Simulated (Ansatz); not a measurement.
## Fields on a plane of BiPd (NiAs type)

```yaml
crystal:
  lattice:
    - [4.26711, 0.00000, 0.00000]
    - [-2.13355, 3.69542, 0.00000]
    - [0.00000, 0.00000, 5.74237]
  atoms:
    - { symbol: Bi, position: [0.33333, 0.66667, 0.25000] }
    - { symbol: Bi, position: [0.66667, 0.33333, 0.75000] }
    - { symbol: Pd, position: [0.00000, 0.00000, 0.50000] }
    - { symbol: Pd, position: [0.00000, 0.00000, 0.00000] }
```

The slice is a (0001) plane (indices of the conventional cell) through the point (0.000, 0.000, 0.000) (fractional), spanned by u = [110] and v = [1 -1 0] in vectors of this cell: u (4.27 Å) and v (7.39 Å, at 90° to u). It covers one period; positions are fractions (u, v).

Atoms on it: Pd at (0.00, 0.00); Pd at (0.50, 0.50).

Computed with r2SCAN (plane waves to 500 eV, PAW, scalar-relativistic; Ansatz, a quantum-chemistry and plane-wave program). k mesh 13×13×8. These are valence fields of a PAW run, semicore shells included where kept as valence: close to a nucleus they are smooth pseudo fields. BiPd is run without spin polarisation. BiPd was relaxed with its symmetry unable to fall. Spin-orbit coupling is left out, though Bi is heavy.

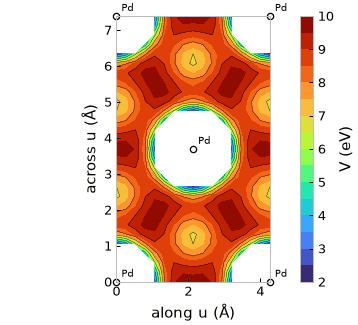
Electrostatic potential energy of an electron, from the cell's mean, in eV, one period of the plane, atoms marked. Points within 1 Å of a nucleus are left white, as the pseudised field means little there. The zero, the cell's mean, hangs on the PAW cores.

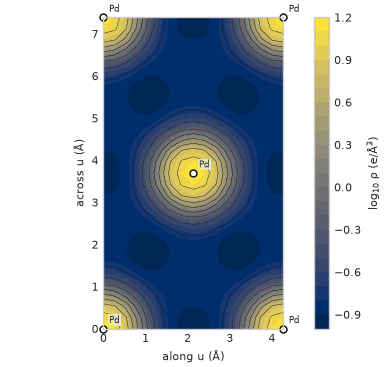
Figure: Log₁₀ of the valence density in e/Å³, one period of the plane, atoms marked. The scale is logarithmic, as a density can span decades between atoms and voids.
